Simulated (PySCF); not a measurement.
SMILES CC(=O)CCO[SiH3] at its GFN2-xTB optimised geometry (Å):

```
17

C      0.9895    -0.1615     3.4953
C      1.8804     0.1784     2.3331
O      2.3121     1.2845     2.1302
C      2.1829    -0.9795     1.3993
C      1.6377    -0.6646     0.0000
O      0.2439    -0.6646     0.0000
Si    -0.8054     0.5732     0.0000
H      0.8046     0.7184     4.1059
H      1.4571    -0.9362     4.1004
H      0.0474    -0.5515     3.1138
H      1.7373    -1.9046     1.7624
H      3.2652    -1.0965     1.3236
H      2.0341     0.3014    -0.3292
H      1.9650    -1.4391    -0.7037
H     -2.0341    -0.2047     0.0263
H     -0.6587     1.4391     1.1715
H     -0.6459     1.3915    -1.2036
```

Computed with PBE0/def2-SVP run with PySCF. Cells within 0.4 Å of a nucleus heavier than hydrogen are left out (blank, or x).

Map of the Laplacian of the electron density (e/bohr⁵), clipped to [-1.50, 1.50] on the plane z = 0.0 Å:

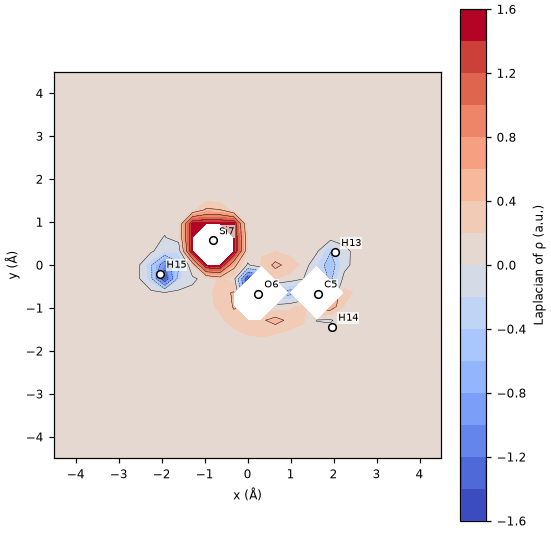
*Laplacian of the electron density (e/bohr⁵), clipped to [-1.50, 1.50] on the plane z = 0.0 Å.*
